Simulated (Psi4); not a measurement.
**MoCl4O (SMILES O=[Mo](Cl)(Cl)(Cl)Cl) at 3 levels**

Aim: a comparison of 3 runs (DSD-PBEP86/def2-SVP, HSE06/def2-SVP, wB97X-V/def2-SVP) of MoCl4O. 

Program for the calculation: Psi4 1.11.

19 further runs of the same task are left out: 18 that didn't finish, 1 set aside as unsound or not needed.

### 1 The system as given

MoCl4O has 6 atoms, charge 0, and is taken as a singlet. SMILES: `O=[Mo](Cl)(Cl)(Cl)Cl`. The shape is that of a PBE0-D4/def2-TZVP optimisation.

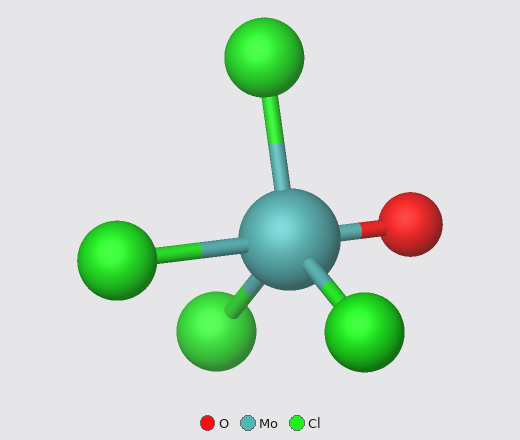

The structure, seen from a chosen angle (oxygen red, molybdenum teal, chlorine green).

### 2 A single-point energy at DSD-PBEP86/def2-SVP (core potential, density fitting for correlation) (run 1)

Input file cl4moo.py:

```python
import psi4

psi4.set_memory(1600000000)
psi4.set_num_threads(1)
psi4.set_output_file('output.dat', False)

mol = psi4.geometry("""
0 1
O     -1.22321972    -2.93444232     1.39822726
Mo    -0.11387490    -0.27374573     0.13003205
Cl     3.90224665    -1.42593064     0.72248009
Cl    -1.98014952    -1.02270088    -3.57972710
Cl     1.46501018     3.51842438    -1.67223754
Cl    -2.05003159     2.13839519     3.00120634
units bohr
symmetry c1
no_reorient
no_com
""")

psi4.set_options({
    'puream': True,
    'e_convergence': 1e-09,
    'd_convergence': 1e-08,
    'scf_type': 'pk',
    'dft_radial_points': 99,
    'dft_spherical_points': 590,
    'num_frozen_docc': 21,
})

e_tot, wfn = psi4.energy('dsd-pbep86/def2-SVP', return_wfn=True)
print(f'dsd-pbep86/def2-SVP energy: {e_tot:.10f} Eh')
for k, v in sorted(psi4.core.scalar_variables().items()):
    print(f'{k:45s} {v:18.10f}')
```

Command:

```console
$ python cl4moo.py
```

output.dat:

```text
[...]
    !!!  WARNING: ECP capability is in beta. Please check occupations closely.  !!!
[...]
  Running in c1 symmetry.
[...]
  Nuclear repulsion =  614.411582564263540
[...]
  Multiplicity = 1
[...]
  Nalpha       = 45
  Nbeta        = 45
[...]
    Number of basis functions: 117
[...]
   @RKS iter   1: -1980.69493741067618    3.34146e-02   1.00598e-02 ADIIS/DIIS
[...]
   @RKS iter  16: -1981.42452863682934   -5.29781e-11   9.62295e-09 DIIS
[...]
  @RKS Final Energy: -1981.42452863682934
   => Energetics <=
    Nuclear Repulsion Energy =            614.4115825642635400
    One-Electron Energy =               -3983.0694086075955056
    Two-Electron Energy =                1423.9653120270900217
    DFT Exchange-Correlation Energy =     -36.7320146205872788
    Empirical Dispersion Energy =           0.0000000000000000
    VV10 Nonlocal Energy =                  0.0000000000000000
    Total Energy =                      -1981.4245286368293364
[...]
 Multipole Moments:
 ------------------------------------------------------------------------------------
     Multipole            Electronic (a.u.)      Nuclear  (a.u.)        Total (a.u.)
 ------------------------------------------------------------------------------------
 L = 1.  Multiply by 2.5417464519 to convert [e a0] to [Debye]
 Dipole X            :        -11.5212977           11.3502809           -0.1710168
 Dipole Y            :        -27.6436952           27.2312181           -0.4124771
 Dipole Z            :         13.1687724          -12.9744628            0.1943096
 Magnitude           :                                                    0.4869706
[...]
```

On the terminal:

```text
dsd-pbep86/def2-SVP energy: -1982.0736880248 Eh
CURRENT ENERGY                                  -1982.0736880248
CURRENT REFERENCE ENERGY                        -1981.4245286368
DD SOLVATION ENERGY                                 0.0000000000
DFT FUNCTIONAL TOTAL ENERGY                     -1981.4245286368
DFT TOTAL ENERGY                                -1982.0736880248
DFT VV10 ENERGY                                     0.0000000000
DFT XC ENERGY                                     -36.7320146206
DOUBLE-HYBRID CORRECTION ENERGY                    -0.6491593880
DSD-PBEP86 DOUBLE-HYBRID CORRECTION ENERGY         -0.6491593880
DSD-PBEP86 TOTAL ENERGY                         -1982.0736880248
GRID ELECTRONS ALPHA                               45.0000006569
GRID ELECTRONS BETA                                45.0000006569
GRID ELECTRONS TOTAL                               90.0000013138
NUCLEAR REPULSION ENERGY                          614.4115825643
ONE-ELECTRON ENERGY                             -3983.0694086076
PCM POLARIZATION ENERGY                             0.0000000000
PE ENERGY                                           0.0000000000
SCF ITERATION ENERGY                            -1981.4245286368
SCF ITERATIONS                                     16.0000000000
SCF TOTAL ENERGY                                -1981.4245286368
TWO-ELECTRON ENERGY                              1423.9653120271
XC GRID RADIAL POINTS                              99.0000000000
XC GRID SPHERICAL POINTS                          590.0000000000
XC GRID TOTAL POINTS                           332389.0000000000
```

Run time: 28 s. Hardware: 1 thread of Intel Xeon Platinum 8259CL at 2.50GHz (Skylake/Cascade Lake), shared host; peak memory 0.7 GiB.

### 3 Energy and forces at HSE06/def2-SVP (core potential) (run 2)

Input file run.py:

```python
import psi4

psi4.set_memory('1600 MB')
psi4.set_num_threads(1)
psi4.core.set_output_file('psi4.out', False)

geom = psi4.geometry("""
O     -0.647300    -1.552840     0.739910
Mo    -0.060260    -0.144860     0.068810
Cl     2.064980    -0.754570     0.382320
Cl    -1.047850    -0.541190    -1.894310
Cl     0.775250     1.861870    -0.884910
Cl    -1.084830     1.131590     1.588170
symmetry c1
""")

options = {'basis': 'def2-SVP', 'puream': True, 'e_convergence': 1e-09, 'd_convergence': 1e-08, 'scf_type': 'pk', 'dft_radial_points': 99, 'dft_spherical_points': 590}
psi4.set_options(options)

e_tot, wfn = psi4.gradient('hse06', return_wfn=True)
psi4.oeprop(wfn, 'DIPOLE', 'MULLIKEN_CHARGES', 'MAYER_INDICES', title='HSE06')
print('gradient / Eh bohr^-1')
print(e_tot.np.round(6))
print(f'energy = {wfn.energy():.10f} Eh')
```

Command:

```console
$ python run.py
```

psi4.out:

```text
[...]
    !!!  WARNING: ECP capability is in beta. Please check occupations closely.  !!!
[...]
  Running in c1 symmetry.
[...]
  Nuclear repulsion =  614.411582442845429
[...]
  Multiplicity = 1
[...]
  Nalpha       = 45
  Nbeta        = 45
[...]
    Number of basis functions: 117
[...]
   @RKS iter   1: -1982.28573829199649    4.61282e-01   1.12139e-02 DIIS/ADIIS
[...]
   @RKS iter  16: -1983.14642693028918    1.59162e-11   3.10452e-09 DIIS
[...]
  @RKS Final Energy: -1983.14642693028918
   => Energetics <=
    Nuclear Repulsion Energy =            614.4115824428454289
    One-Electron Energy =               -3984.4637865645695456
    Two-Electron Energy =                1485.6612674135053567
    DFT Exchange-Correlation Energy =     -98.7554902220703354
    Empirical Dispersion Energy =           0.0000000000000000
    VV10 Nonlocal Energy =                  0.0000000000000000
    Total Energy =                      -1983.1464269302891807
[...]
  -Total Gradient:
     Atom            X                  Y                   Z
    ------   -----------------  -----------------  -----------------
       1        0.000876506714     0.002119446542    -0.001004324377
       2        0.000362390749     0.000855249903    -0.000410954121
       3       -0.006773847712     0.002138049290    -0.001096337477
       4        0.003256669916     0.001460922573     0.006248348547
       5       -0.001093442293    -0.002625002979     0.001248520964
       6        0.003366874278    -0.003949269444    -0.004981116430
[...]
```

The script printed:

```text
gradient / Eh bohr^-1
[[ 0.000877  0.002119 -0.001004]
 [ 0.000362  0.000855 -0.000411]
 [-0.006774  0.002138 -0.001096]
 [ 0.003257  0.001461  0.006248]
 [-0.001093 -0.002625  0.001249]
 [ 0.003367 -0.003949 -0.004981]]
energy = -1983.1464269303 Eh
```

Run time: 1.8 min. Hardware: 1 thread of Intel Xeon Platinum 8259CL at 2.50GHz (Skylake/Cascade Lake), shared host; peak memory 0.87 GiB.

### 4 A single-point energy at wB97X-V/def2-SVP (core potential) (run 3)

Input file input.json:

```json
{
  "schema_name": "qcschema_input",
  "schema_version": 1,
  "molecule": {
    "schema_name": "qcschema_molecule",
    "schema_version": 2,
    "symbols": ["O", "Mo", "Cl", "Cl", "Cl", "Cl"],
    "geometry": [-1.22321972, -2.93444232, 1.39822726, -0.1138749, -0.27374573, 0.13003205, 3.90224665, -1.42593064, 0.72248009, -1.98014952, -1.02270088, -3.5797271, 1.46501018, 3.51842438, -1.67223754, -2.05003159, 2.13839519, 3.00120634],
    "molecular_charge": 0,
    "molecular_multiplicity": 1,
    "fix_symmetry": "c1",
    "fix_com": true,
    "fix_orientation": true
  },
  "driver": "energy",
  "model": {
    "method": "wb97x-v",
    "basis": "def2-SVP"
  },
  "keywords": {
    "reference": "rks",
    "puream": true,
    "e_convergence": 1e-09,
    "d_convergence": 1e-08,
    "scf_type": "pk",
    "dft_radial_points": 99,
    "dft_spherical_points": 590
  }
}
```

Command:

```console
$ psi4 --qcschema input.json -n 1 --memory 1600MB
```

stdout:

```text
[...]
    !!!  WARNING: ECP capability is in beta. Please check occupations closely.  !!!
[...]
  Running in c1 symmetry.
[...]
  Nuclear repulsion =  614.411582564263540
[...]
  Multiplicity = 1
[...]
  Nalpha       = 45
  Nbeta        = 45
[...]
    Number of basis functions: 117
[...]
   @RKS iter   1: -1982.56188408172511    9.77066e-02   1.08084e-02 ADIIS/DIIS
[...]
   @RKS iter  17: -1983.39714732676225   -3.41061e-12   7.52121e-09 DIIS
[...]
  @RKS Final Energy: -1983.39714732676225
   => Energetics <=
    Nuclear Repulsion Energy =            614.4115825642635400
    One-Electron Energy =               -3983.9545476575208340
    Two-Electron Energy =                1482.2313998346344306
    DFT Exchange-Correlation Energy =     -96.4413319216996996
    Empirical Dispersion Energy =           0.0000000000000000
    VV10 Nonlocal Energy =                  0.3557498535602926
    Total Energy =                      -1983.3971473267622514
[...]
 Multipole Moments:
 ------------------------------------------------------------------------------------
     Multipole            Electronic (a.u.)      Nuclear  (a.u.)        Total (a.u.)
 ------------------------------------------------------------------------------------
 L = 1.  Multiply by 2.5417464519 to convert [e a0] to [Debye]
 Dipole X            :        -11.5360267           11.3502809           -0.1857458
 Dipole Y            :        -27.6789164           27.2312181           -0.4476983
 Dipole Z            :         13.1855048          -12.9744628            0.2110420
 Magnitude           :                                                    0.5286530
[...]
```

The result, in JSON:

```text
{
 "driver": "energy",
 "model": {
  "method": "wb97x-v",
  "basis": "def2-SVP"
 },
 "success": true,
 "return_result": -1983.3971473267623,
 "properties": {
  "calcinfo_nbasis": 117,
  "calcinfo_nmo": 117,
  "calcinfo_nalpha": 45,
  "calcinfo_nbeta": 45,
  "calcinfo_natom": 6,
  "nuclear_repulsion_energy": 614.4115825642635,
  "return_energy": -1983.3971473267623,
  "scf_one_electron_energy": -3983.954547657521,
  "scf_two_electron_energy": 1482.2313998346344,
  "scf_vv10_energy": 0.3557498535602926,
  "scf_xc_energy": -96.4413319216997,
  "scf_dipole_moment": [-0.18574578416508913, -0.44769833142401083, 0.21104201291957025],
  "scf_total_energy": -1983.3971473267623,
  "scf_iterations": 17
 }
}
```

It took 2.7 min on 1 thread of Intel Xeon Platinum 8259CL at 2.50GHz (Skylake/Cascade Lake), shared host; peak memory 0.88 GiB.

### 5 Overview of the runs

```tsv
run	level	task	fitting correlation	energy (Eh)	HOMO energy (eV)	LUMO energy (eV)	HOMO–LUMO gap (eV)	wall time
1	DSD-PBEP86/def2-SVP (core potential, density fitting for correlation)	energy	density fitting	-1982.073688	-10.87	-3.18	7.69	28 s
2	HSE06/def2-SVP (core potential)	gradient	–	-1983.146427	-8.43	-5.10	3.33	1.8 min
3	wB97X-V/def2-SVP (core potential)	energy	–	-1983.397147	-11.10	-2.89	8.21	2.7 min
```

### 6 What came out

```
            quantity           value
 run 3: total energy  -1983.39715 Eh
run 3: dipole moment          1.34 D
  run 3: HOMO energy       -11.10 eV
  run 3: LUMO energy        -2.89 eV
run 3: HOMO–LUMO gap         8.21 eV
```

The HOMO–LUMO gap runs from 3.33 eV (HSE06/def2-SVP) to 8.21 eV (wB97X-V/def2-SVP). Totals of different functionals can't be ranked against each other. All runs together took 5 min, the longest 2.7 min.
